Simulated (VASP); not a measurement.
Band structure of CeO2 (fluorite). Computed with optB86b-vdW, VASP's PBE PAW potentials (set 64) (plane waves; VASP).

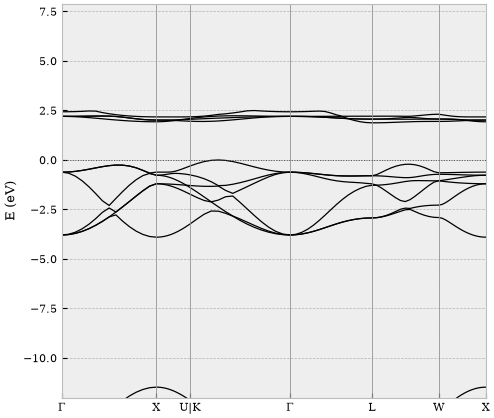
Bands along high-symmetry lines, zero at the valence-band maximum or, without a gap, the Fermi level

Problem. Read the plot: is there a gap, and where are the band edges?

Solution. The gap is indirect, 1.88 eV, from the valence maximum at K-Γ at 0.29 to the conduction minimum at L. (Edges off the drawn lines would not show.)

The compound is CeO2 in the fluorite structure. It was relaxed first. The run is not spin-polarised, so no magnetic state was tried.
